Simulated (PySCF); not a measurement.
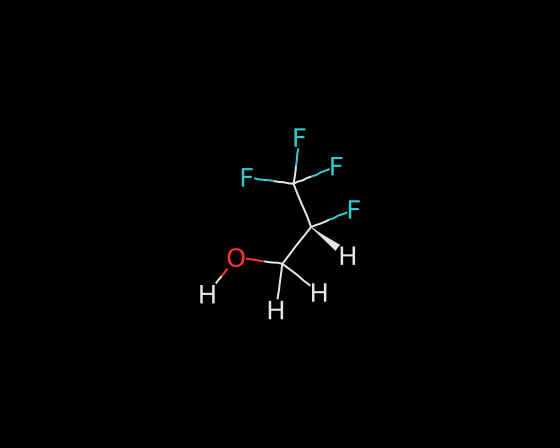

2D structure.

**Transcribe the drawing into SMILES.**

OC[C@@H](F)C(F)(F)F

**What is the molecular formula?**

C3H4F4O.

**An optimisation with PBE0-D3(BJ)/def2-SVP gave a structure of which point group?**

C1.

More results for the same structure follow; atom numbers are the same in all pictures, views and colours differ. The geometry was computed by an optimisation with PBE0-D3(BJ)/def2-SVP. No frequency run is at hand to confirm it as a minimum.

**Geometry**

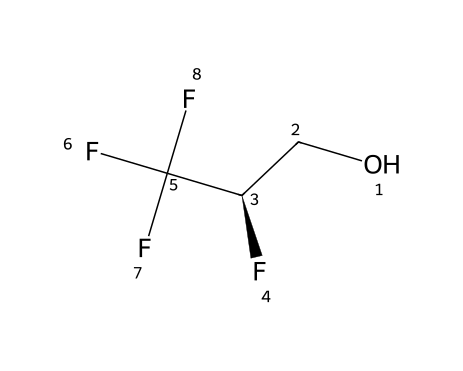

Skeletal drawing with numbered atoms; wedges and dashes mark any stereocentres. The configuration is that of a computed structure (PBE0-D3(BJ)/def2-SVP).

**Give the R/S and E/Z labels.**

C3: R.

**Levels of theory compared**

No frequency run is at hand to confirm it as a minimum. Program: PySCF 2.14.0.

Tabulate HOMO–LUMO gap (eV) at these levels: CAM-B3LYP/def2-SVPD; CAM-B3LYP/def2-SVPD in chloroform (IEF-PCM); CAM-B3LYP/def2-SVPD in water (IEF-PCM); PBE0/pcSseg-1 in chloroform (IEF-PCM); PBE0/pcSseg-1 in water (IEF-PCM).

```csv
level,HOMO–LUMO gap (eV)
CAM-B3LYP/def2-SVPD,11.13
CAM-B3LYP/def2-SVPD in chloroform (IEF-PCM),11.15
CAM-B3LYP/def2-SVPD in water (IEF-PCM),11.13
PBE0/pcSseg-1 in chloroform (IEF-PCM),9.79
PBE0/pcSseg-1 in water (IEF-PCM),9.86
```

**NMR shielding**

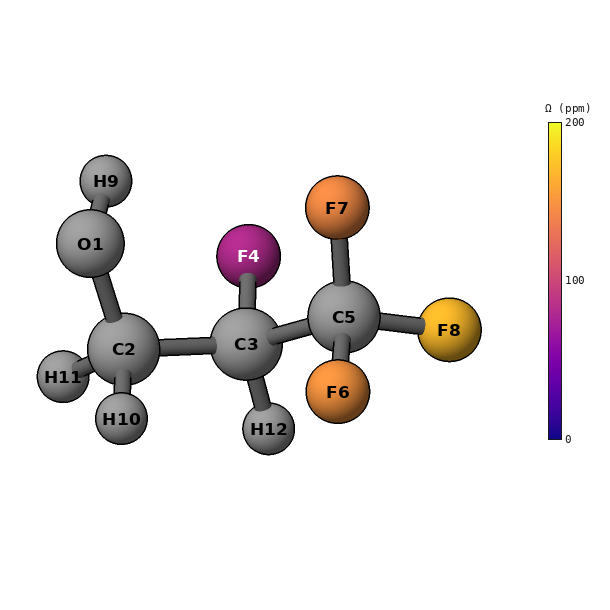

The F atoms are coloured by the span of their shielding tensor. No frequency run is at hand to confirm it as a minimum. Level of theory: GIAO PBE0/pcSseg-1 NMR shielding, non-relativistic, IEF-PCM water (PySCF 2.14.0). Principal shieldings σ11 ≤ σ22 ≤ σ33, span Ω = σ33 − σ11, skew κ = 3(σiso − σ22)/Ω.

**Which F atom has the most anisotropic shielding?**

F8, with a span of 170 ppm.

Give the shielding tensors of the F atoms.

```json
{"atom": "F4", "σ11": "380.2", "σ22": "427.3", "σ33": "462.0", "σiso": "423.2", "Ω": "81.8", "κ": "−0.15"}
{"atom": "F6", "σ11": "191.9", "σ22": "277.0", "σ33": "342.3", "σiso": "270.4", "Ω": "150.4", "κ": "−0.13"}
{"atom": "F7", "σ11": "195.6", "σ22": "282.7", "σ33": "340.7", "σiso": "273.0", "Ω": "145.1", "κ": "−0.20"}
{"atom": "F8", "σ11": "180.2", "σ22": "258.7", "σ33": "350.6", "σiso": "263.2", "Ω": "170.4", "κ": "0.08"}
```

Shieldings and span in ppm.

**Excitation**

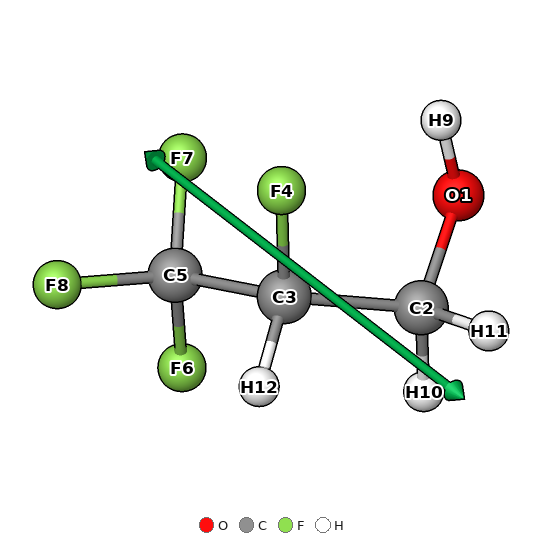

The double arrow shows the direction of the transition dipole to excited singlet state 5 (its length means nothing). No frequency run is at hand to confirm it as a minimum. Level of theory: TDDFT CAM-B3LYP/def2-SVPD, vertical, gas phase, core orbitals frozen in the response (PySCF 2.14.0).

**Where does the transition lie, and how strong is it?**

9.35 eV (133 nm), oscillator strength 0.031, mainly HOMO → LUMO+3 (weight 0.61); transition dipole 0.94 D.

**Quadrupole coupling**

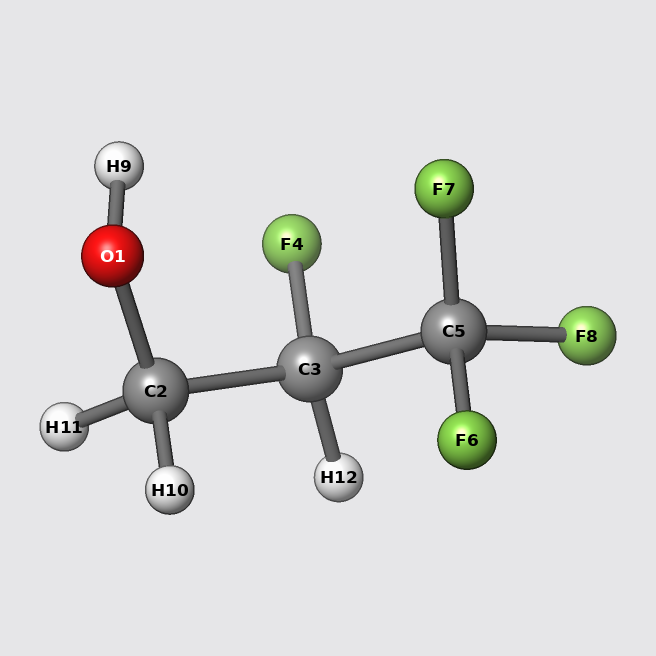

No frequency run is at hand to confirm it as a minimum. Electric field gradients from the ground-state density, PBE0/pcSseg-1 in chloroform (IEF-PCM) (PySCF 2.14.0), non-relativistic apart from any core potentials.

Give the largest field-gradient component, the quadrupole coupling constant and the asymmetry for 17O at O1 (Q = −25.6 mb), 2H at H9 (Q = 2.86 mb), 2H at H10 (Q = 2.86 mb).

| atom | V_zz (a.u.) | e²qQ/h (MHz) | η |
| --- | --- | --- | --- |
| O1 | −1.948 | 11.71 | 0.90 |
| H9 | 0.450 | 0.303 | 0.15 |
| H10 | 0.275 | 0.185 | 0.06 |
